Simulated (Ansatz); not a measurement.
# C, pressure series

The reference is C in the diamond structure (space group Fd-3m, No. 227).

```
CELL_PARAMETERS angstrom
      0.00000     1.78579     1.78579
      1.78579     0.00000     1.78579
      1.78579     1.78579     0.00000
ATOMIC_POSITIONS crystal
  C  0.00000 0.00000 0.00000
  C  0.25000 0.25000 0.25000
```

Cell and atoms are relaxed at each pressure.

The values are results of PBE, PAW, 420 eV (Ansatz, a quantum-chemistry and plane-wave program; no spin-orbit coupling), not measurements.

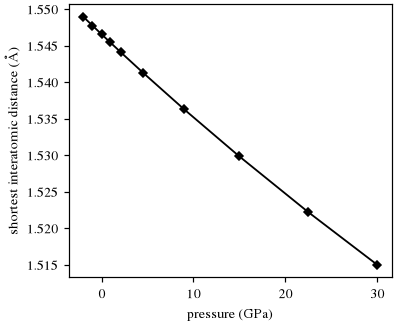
Figure. Shortest interatomic distance against pressure

```tsv
pressure (GPa)	shortest interatomic distance
-2	1.549 Å
-1	1.548 Å
0.9	1.545 Å
2.1	1.544 Å
4.5	1.541 Å
9	1.536 Å
15	1.530 Å
22.5	1.522 Å
30	1.515 Å
```

Load acts through the strain it causes; cell and atoms are relaxed under it. No phonon test of stability was made. Competing high-pressure phases were not computed.
